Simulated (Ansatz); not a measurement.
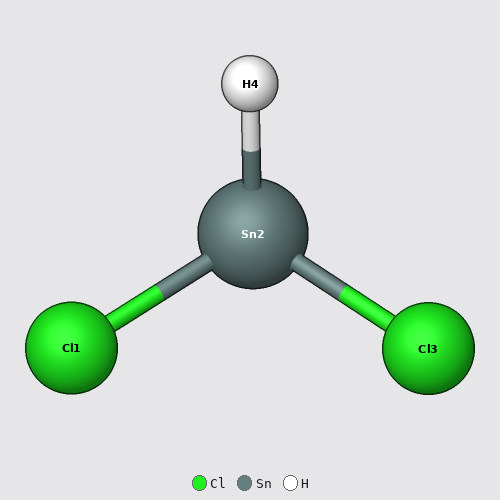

The system is Cl2HSn, SMILES [Cl][SnH][Cl], spin multiplicity 2; the picture shows the grid point nearest to the relaxed geometry. Two internal coordinates are moved rigidly from the geometry relaxed at PBE0-D4/def2-TZVP, all others fixed. First axis: bond Sn2–H4. Second axis: angle Cl1–Sn2–H4. The scan uses a 5 × 5 grid. Points are written as (first, second). Energies: kJ/mol, counted from the lowest grid point. The calculation used UKS PBE-D4/def2-TZVPP (Ansatz 0.2.0).

Its coordinates:

```xyz
4

Cl   -2.0909    0.0999    0.0323
Sn    0.1420   -0.1443   -0.6065
Cl    1.1408   -1.4479    1.0539
H     0.8912    1.4919   -0.4962
```

Range: bond Sn2–H4 from 1.493 to 2.257 Å; angle Cl1–Sn2–H4 from 76.6 to 136.6°.

Q: What landscape does the calculation give?

A: The lowest grid point is at (1.803 Å, 106.6°). It is the only kind of minimum in the scanned range. The highest grid point, (1.493 Å, 76.6°), lies 93 kJ/mol above the lowest. Round the minimum the two coordinates are nearly uncoupled.

| angle Cl1–Sn2–H4 ↓, bond Sn2–H4 → | 1.493 | 1.619 | 1.803 | 2.019 | 2.257 |
| --- | --- | --- | --- | --- | --- |
| 136.6 | 88 | 46 | 32 | 47 | 71 |
| 121.6 | 62 | 21 | 9 | 27 | 57 |
| 106.6 | 53 | 12 | 0 | 20 | 52 |
| 91.6 | 62 | 20 | 8 | 28 | 60 |
| 76.6 | 93 | 50 | 37 | 53 | 79 |

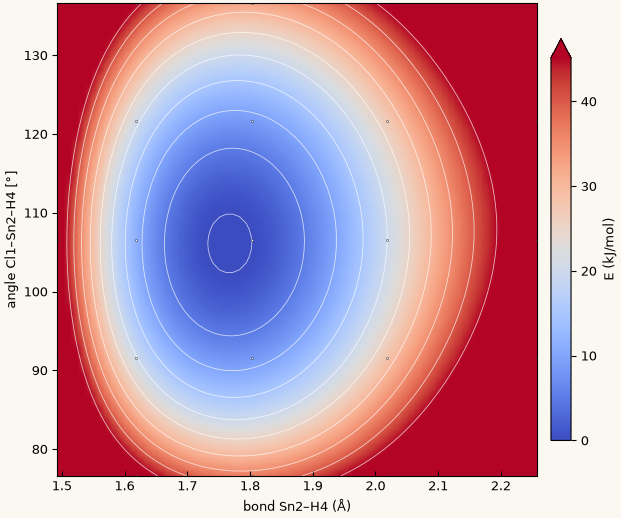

The picture shows a smooth colour map with a few white contour lines, dots at the grid points, one colour for all values above the top of the scale. Between grid points the surface is interpolated.
